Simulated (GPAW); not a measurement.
Band structure of PrAlCu4 (P-6m2, 6 atoms in the cell).

```xyz
6
Lattice="5.4737 0.0000 0.0000 -2.7369 4.7404 0.0000 0.0000 0.0000 4.1275" Properties=species:S:1:pos:R:3 pbc="T T T"
Pr     0.0000     0.0000     0.0000
Al     0.0000     3.1603     0.0000
Cu     2.7369     1.5801     0.0000
Cu     2.7369     0.0087     2.0637
Cu     1.3760     2.3658     2.0637
Cu     4.0977     2.3658     2.0637
```
Moments meant for the start (each program seeds them in its own way; μB, in the order of the atoms Pr Al Cu Cu Cu Cu): 2.0 0.0 0.0 0.0 0.0 0.0.

Method: LDA (Perdew-Wang 92), GPAW PAW datasets LDA (gpaw-data 1.0.1) (plane waves; GPAW 25.7.0).

Settings: spinpol = true; mode = pw; ecut = 800 eV; xc = LDA; kpts = 4 4 5; mesh shift (steps) = 0 0 0; occupations.name = fermi-dirac; occupations.width = 0.1 eV; nbands = -12; convergence.density = 1e-05 e/electron; convergence.energy = 1e-05 eV/electron; symmetry.symmorphic = false; symmetry.tolerance = 0.0005; maxiter = 150.

The starting cell comes from a database of computed structures (which also holds hypothetical and non-ambient phases and stackings), without a prior relaxation at this level. Its lattice was rescaled by a random factor within 2.5 % of one. Spin-orbit coupling is off. The starting moments vanished: the run ended non-magnetic, which need not be the lowest state. The f electrons are in the valence without U or exact exchange, which can misplace them near the Fermi level. Spin-orbit terms, which matter for f shells, are left out.

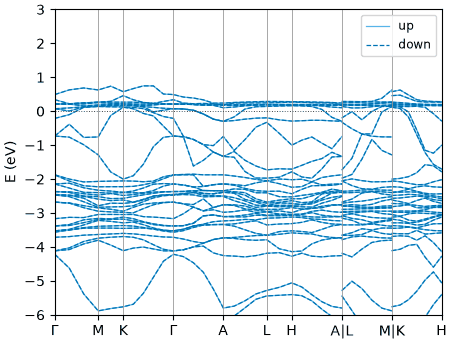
Figure. Bands along the path, energies from the Fermi level.

Levels in eV from the Fermi level, bands 27 to 34 of the first spin channel:
```csv
point,27,28,29,30,31,32,33,34
Γ,-0.73,-0.73,-0.21,0.07,0.07,0.21,0.21,0.21
M,-1.29,-0.76,0.14,0.14,0.17,0.19,0.25,0.26
K,-2.00,0.12,0.12,0.16,0.18,0.21,0.22,0.27
A,-1.33,-1.33,-0.74,-0.30,-0.30,0.10,0.17,0.19
L,-1.97,-1.73,-0.33,-0.20,0.14,0.19,0.19,0.20
H,-1.79,-1.71,-1.00,-0.29,0.16,0.17,0.19,0.20
```

Bands cross the Fermi level along this path, so the cell is metallic at this level.

The net moment of the cell came out as 0.00 μB.
